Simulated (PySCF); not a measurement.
Pinacolborane, C₆H₁₃BO₂, SMILES CC1(C)OBOC1(C)C at its GFN2-xTB optimised geometry (Å):

```
22

C     -1.1355    -1.1937     1.5733
C     -1.0618    -0.6565     0.1387
C     -1.2955    -1.8103    -0.8348
O     -2.1169     0.2990    -0.0002
B     -1.5815     1.5428     0.0000
O     -0.2274     1.5428     0.0000
C      0.2331     0.1960    -0.1394
C      1.3855    -0.0458     0.8338
C      0.7553     0.0517    -1.5742
H     -2.1172    -1.6364     1.7256
H     -1.0197    -0.3832     2.2882
H     -0.3760    -1.9497     1.7485
H     -2.2104    -2.3260    -0.5537
H     -1.4130    -1.4504    -1.8518
H     -0.4681    -2.5132    -0.7914
H     -2.2203     2.5132     0.0000
H      1.1014     0.2029     1.8511
H      2.2203     0.5916     0.5533
H      1.7048    -1.0834     0.7890
H     -0.0353     0.2654    -2.2888
H      1.5495     0.7789    -1.7266
H      1.1500    -0.9445    -1.7497
```

Calculation: PySCF with PBE0/def2-SVP. Cells within 0.4 Å of a nucleus heavier than hydrogen are left out (blank, or x).

Map of the Laplacian of the electron density (e/bohr⁵), clipped to [-1.50, 1.50] on the plane z = 0.0 Å:

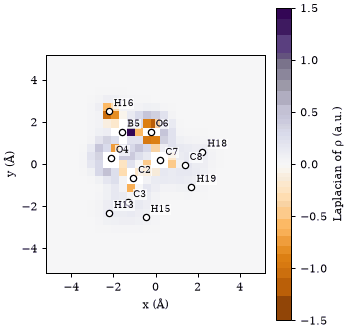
Fig. 1. Laplacian of the electron density (e/bohr⁵), clipped to [-1.50, 1.50] on the plane z = 0.0 Å.
